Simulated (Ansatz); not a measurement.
The reference is SnTe in the rock salt structure (space group Fm-3m, No. 225; a = 6.2887 Å).

Structures relaxed with Kohn–Sham DFT with the PBEsol functional, run in Ansatz (an electronic-structure program) with PAW and 420 eV plane waves, no spin-orbit coupling.

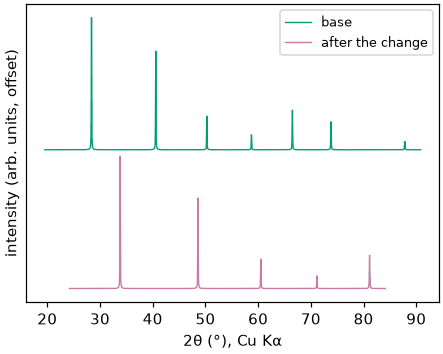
Simulated powder patterns before (top) and after one change

Q: Name the change that was made.
A. pressure −2 GPa
B. pressure 15 GPa
C. pressure 30 GPa
D. pressure 75 GPa

A: D, pressure 75 GPa. Its volume per atom is 18.62 Å³ against 31.09 Å³, and its space group is Fm-3m (No. 225).

Load acts through the strain it causes; cell and atoms are relaxed under it. No phonon test of stability was made. Competing high-pressure phases were not computed. The final runs are not spin-polarised.
